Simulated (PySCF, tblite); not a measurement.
# C₃H₆NSi radical: geometry, infrared bands and EPR parameters

Wanted: the infrared bands and EPR parameters of C₃H₆NSi radical (`[SiH3]C[C@@H]1[C]=N1`), by calculation.

Computed with tblite 0.8.0 and PySCF 2.14.0, with density-fitted response routines of our own, on a single molecule in the gas phase. Atoms are numbered from 0 throughout.

**1. The molecule as given**

11 atoms, charge 0, multiplicity 2; geometry from: force field or distance geometry start.

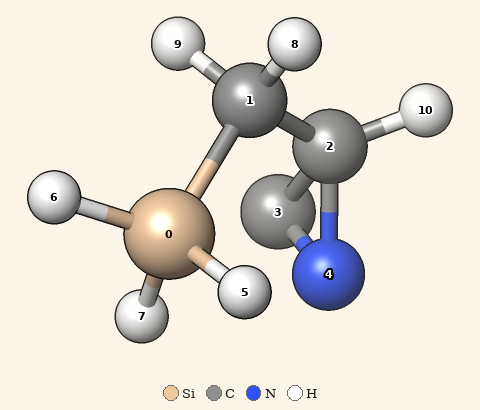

The starting geometry (silicon light orange, carbon grey, nitrogen blue, hydrogen white), atoms numbered.

**2. Optimising the geometry with GFN2-xTB**

The job: settings as JSON, then the geometry in Å.

```
{"job": {"kind": "relax", "xc": "GFN2-xTB", "basis": "xTB"}, "charge": 0, "multiplicity": 2}
Si     1.361700    -0.160200    -0.173000
C     -0.133700     0.436200     0.768000
C     -1.327700     0.176600    -0.094800
C     -1.643000    -1.191500    -0.528700
N     -1.093200    -0.434300    -1.370200
H      1.834500     0.885700    -1.087600
H      2.433800    -0.526400     0.745200
H      0.974600    -1.375700    -0.893500
H     -0.042700     1.460100     1.133700
H     -0.239200    -0.250400     1.659700
H     -2.119600     0.982700    -0.184700
```

Run with:

```sh
$ OMP_NUM_THREADS=1 python probes_run.py task.json out
```

One launch serves the whole session: the jobs run in the order shown.

**Question.** This job is followed by: GFN2-xTB harmonic vibrations, gas phase; UKS B3LYP, pcH-1 on C H N Si, non-relativistic, mean-field spin-orbit, GIAO. Predict these results of the whole session: strongest single infrared mode (GFN2-xTB); zero-point energy (GFN2-xTB); g(iso) (B3LYP); ⟨S²⟩; largest a(iso) (averaged by class); surface potential, least and greatest.

As calculated:

```
                                 quantity                 value
strongest single infrared mode (GFN2-xTB)  787 cm⁻¹, 313 km/mol
             zero-point energy (GFN2-xTB)         46.3 kcal/mol
                           g(iso) (B3LYP)               2.00301
                                     ⟨S²⟩    0.755 (exact 0.75)
       largest a(iso) (averaged by class)  13C on C3, 411.1 MHz
    surface potential, least and greatest    -1.17 V and 1.20 V
```

**Reading.** Relaxing lowered the energy by 0.543 eV in 65 steps; the close pair that moved most is C2–N4, from 1.433 to 1.584 Å. The lowest mode is imaginary (22i cm⁻¹), so the xTB geometry is not a minimum. The strongest single mode, at 787 cm⁻¹, is spread over several atoms, H7, H6, H5 among them. GFN2-xTB is a fitted tight-binding method: band positions and strengths are rough. Its intensities can rank the bands wrongly. The largest spin populations lie on C3 (0.47 e), C2 (0.38 e). The isotropic g lies 0.7 ppt above the free-electron value.
